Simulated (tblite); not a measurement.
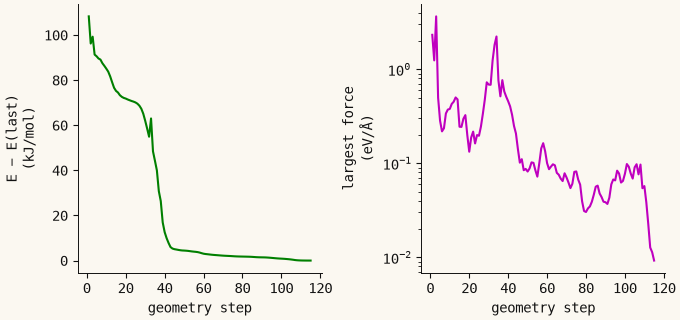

History of a geometry optimisation.

System: C5H9BO (SMILES BOCCC#CC).
Method: GFN2-xTB geometry optimisation, gas phase in tblite.

How did the optimisation end?

The optimisation met its thresholds at geometry 115, counting the start as the first. The energy fell by about 110 kJ/mol from the first step to the last, with a rise at steps 3 and 33. The largest force goes from about 2.3 eV/Å at the start to 9 × 10⁻³ eV/Å at the end, with a peak of 3.6 eV/Å at step 3.
